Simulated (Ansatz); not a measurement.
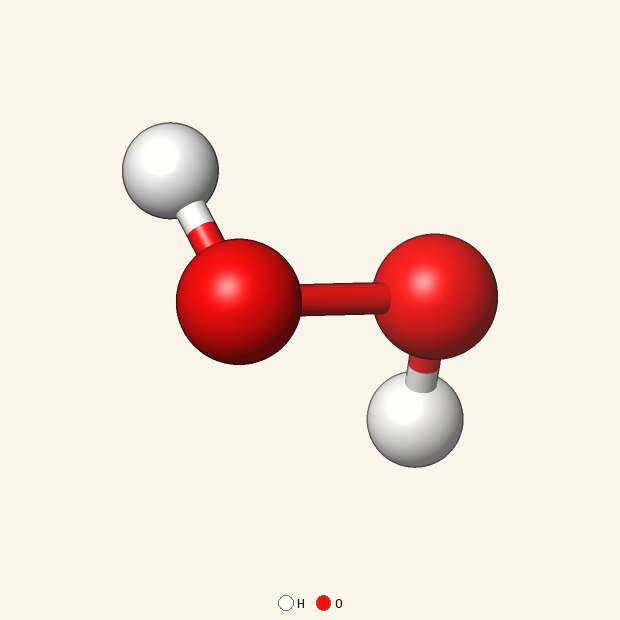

Rendered structure (ball-and-stick style).

The geometry was computed by an optimisation with PBE0-D4/def2-TZVP.

What is the molecular formula?

Answer. H2O2, 4 atoms: 2 hydrogen and 2 oxygen.

Which point group does it belong to?

Answer. C2.

Count the bonded pairs by element.

Answer. 2 O–H, 1 O–O. Sticks follow a distance rule.

How many sets of symmetry-equivalent atoms are there?

Answer. 2: 2 H, 2 O.

The parts below concern this one geometry. Atoms keep their numbers from picture to picture.

**Vibrations**

Harmonic vibrations computed with RKS PBE0-D4/def2-TZVP (Ansatz 0.2.0) at a stationary point of the same level.

List the wavenumbers.

Answer. 6 modes: 396, 1008, 1347, 1463, 3807, 3807 cm⁻¹.

**Electronic properties**

Method: RKS PBE0-D4/def2-TZVPP (Ansatz 0.2.0).

Give the HOMO energy (Kohn–Sham orbital) at this level.

Answer. −8.14 eV.

What is the HOMO–LUMO gap?

Answer. 8.86 eV.

**Thermal motion**

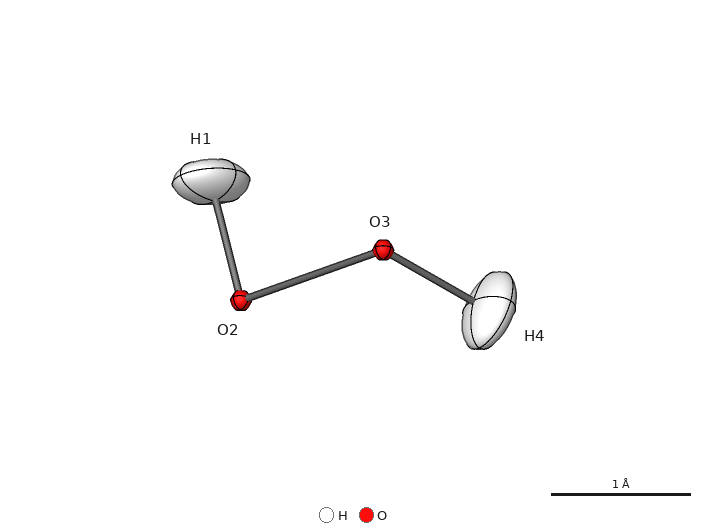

Displacement ellipsoids at the 50 % level, enlarged 1.5 times, from the internal vibrations of the free molecule (harmonic, no overall translation or rotation; no half-axis is drawn under 0.075 Å). Vibrations computed with RKS PBE0-D4/def2-TZVP (Ansatz 0.2.0). Temperature: 100 K.

Which atom has the largest mean-square displacement?

Answer. H1, H4, with U_eq = 0.0116 Å².

Does H4 move more along its bond or across it?

Answer. Across it: the root-mean-square amplitude is 0.065 Å along the bond and up to 0.140 Å across, since bending and torsion are softer than stretching.

List U_eq and the three principal root-mean-square amplitudes for each kind of atom.

```tsv
atom	U_eq (Å²)	rms amplitudes (Å)
H1, H4	0.0116	0.064, 0.104, 0.140
O2, O3	0.00023	0.007, 0.011, 0.023
```
